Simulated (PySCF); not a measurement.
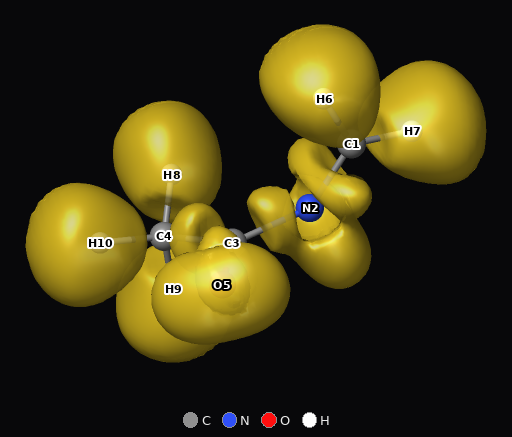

The picture shows: C3H5NO (SMILES C=NC(C)=O). Isosurface of the ELF at 0.75 (yellow), seen at an oblique angle. Core shells and regions of very low density are left out.

Geometry: GFN2-xTB, MD frame at 250 fs, 200 K.

Theory: PBE0/pcSseg-1, SCF density, gas phase, non-relativistic (PySCF 2.14.0).

Input file:

```
{"job": {"kind": "nmr", "xc": "PBE0", "basis": "pcSseg-1", "pop": false}, "charge": 0, "multiplicity": 1}
C      1.535100    -0.034300    -1.116500
N      0.915200     0.281400    -0.117000
C     -0.384100     0.731400     0.111300
C     -1.154800    -0.369200     0.889100
O     -0.796400     1.861200    -0.054900
H      0.995400    -0.064200    -2.065500
H      2.586700    -0.405500    -0.972200
H     -0.888000    -1.311200     0.461400
H     -0.914400    -0.299500     1.937900
H     -2.223800    -0.179900     0.775600
```

Launched as:

```sh
OMP_NUM_THREADS=1 python probes_run.py task.json out
```

Describe the localisation domains.

The surface consists of one region between bonded C–C atoms (shared pairs), five regions around hydrogen nuclei, one region on N in which the atom's valence shell and bonds are merged and one region on O in which the atom's valence shell and bonds are merged. Profiles from the grid: C–O (1.21 Å): the ELF peaks at about 0.85 between the atoms (a multiple bond). C–N (1.22 Å): the ELF peaks at about 0.90 between the atoms (a multiple bond).
